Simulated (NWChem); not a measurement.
**Energy and gradient calculation of CH5AlBF**

System: CH5AlBF, SMILES FB[CH2][AlH2].
Method: B3LYP/6-31G*, RKS (NWChem 7.3.0).

The geometry comes from this level: GFN2-xTB.

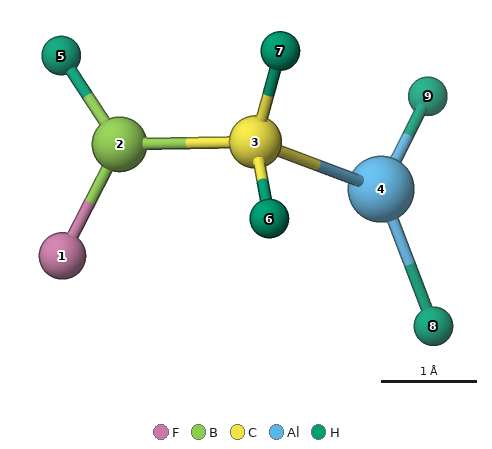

*The structure (ball-and-stick view, seen at a tilt; atoms are numbered from 1 in the order of the input). Sticks mark near contacts.*

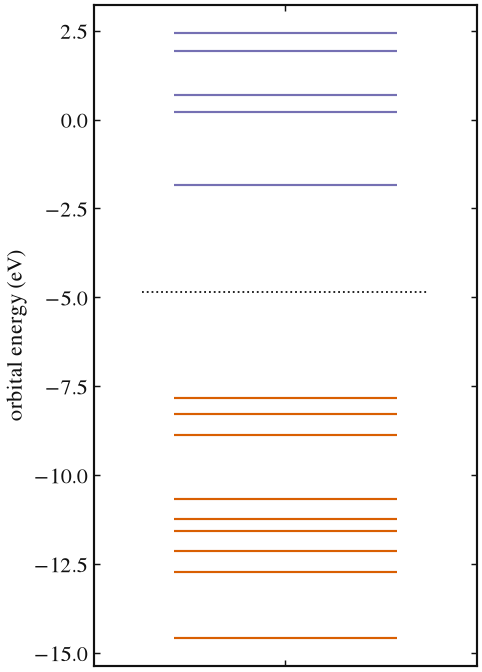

*Orbital energies near the frontier; the dotted line parts filled from empty levels, and levels within 0.02 eV of each other stand side by side.*

Highest filled −7.83 eV, lowest empty −1.85 eV, 5.98 eV apart.

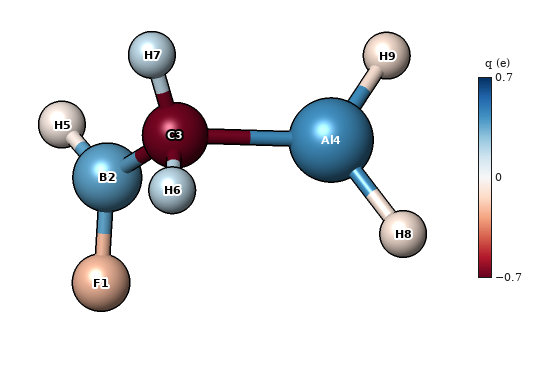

*Mulliken charges, as the colour of each atom (ball-and-stick view, seen at a tilt; atoms are numbered from 1 in the order of the input).*

By element: F −0.22, B +0.37, C −0.67, Al +0.43 and H −0.10 to +0.18 e.

These pictures come from the run below.

Input file:
```python
from ase import Atoms
from ase.calculators.nwchem import NWChem

system = Atoms(['F', 'B', 'C', 'Al', 'H', 'H', 'H', 'H', 'H'], positions=[
    [-1.487140, 1.639580, 0.341260],
    [-0.185540, 1.418940, 0.189960],
    [0.395170, 0.062290, 0.654960],
    [-0.019750, -1.349390, -0.710550],
    [0.414490, 2.283920, -0.333200],
    [-0.133660, -0.319820, 1.542030],
    [1.469210, 0.098620, 0.867700],
    [-1.220280, -2.308290, -0.521180],
    [0.767520, -1.525850, -2.030960],
])

calc = NWChem(
    label='work',
    theory='dft',
    memory='2200 mb',
    basis='6-31G*',
    dft={'xc': 'b3lyp', 'mult': '1', 'grid': 'xfine', 'convergence': 'energy 1e-08', 'iterations': '100', 'mulliken': None},
)
system.calc = calc

forces = system.get_forces()
e = system.get_potential_energy()
print(f"E = {e:.6f} eV")
print("forces (eV/A):")
for s, f in zip(system.symbols, forces):
    print(f"{s:2s} {f[0]:10.5f} {f[1]:10.5f} {f[2]:10.5f}")
print("dipole (e A):", system.get_dipole_moment().round(4))
```

File work.nwi:
```
title "work"

permanent_dir work

scratch_dir work

start work

geometry units angstrom nocenter noautosym noautoz
  F  -1.4871399999999999e+00 1.6395800000000000e+00 3.4126000000000001e-01
  B  -1.8554000000000001e-01 1.4189400000000001e+00 1.8995999999999999e-01
  C  3.9517000000000002e-01 6.2289999999999998e-02 6.5495999999999999e-01
  Al -1.9750000000000000e-02 -1.3493900000000001e+00 -7.1055000000000001e-01
  H  4.1449000000000003e-01 2.2839200000000002e+00 -3.3320000000000000e-01
  H  -1.3366000000000000e-01 -3.1981999999999999e-01 1.5420300000000000e+00
  H  1.4692099999999999e+00 9.8619999999999999e-02 8.6770000000000003e-01
  H  -1.2202800000000000e+00 -2.3082900000000000e+00 -5.2117999999999998e-01
  H  7.6751999999999998e-01 -1.5258499999999999e+00 -2.0309599999999999e+00
end

memory 2200 mb

basis noprint
   * library 6-31G*
end

dft
  xc b3lyp
  mult 1
  grid xfine
  convergence energy 1e-08
  iterations 100
  mulliken
end

task dft gradient
```

Run as:
```bash
export ASE_NWCHEM_COMMAND="nwchem PREFIX.nwi > PREFIX.nwo"
python run.py
```

What the program printed:
```
E = -11110.050452 eV
forces (eV/A):
F    -0.61706    0.13329    0.02293
B     0.18795   -0.66628    0.37672
C    -0.15411   -0.22291   -0.04381
Al    0.18471    0.58775    0.40783
H     0.40449    0.37430   -0.29547
H    -0.02874    0.10372   -0.03306
H     0.05353   -0.01162   -0.20085
H    -0.49057   -0.32396    0.24945
H     0.45992    0.02571   -0.48368
dipole (e A): [ 0.2285 -0.1591  0.1287]
```

Summary:

- outcome: converged
- total energy: −408.286827 hartree
- basis functions: 74
- largest force: 0.788 eV/Å
- HOMO: −7.83 eV
- LUMO: −1.85 eV
- dipole moment: 1.47 D
- hardware: 1 thread of AMD EPYC (Zen 5), 16 GiB of memory available, shared host
- wall time: 21 s
- peak memory: 0.14 GiB
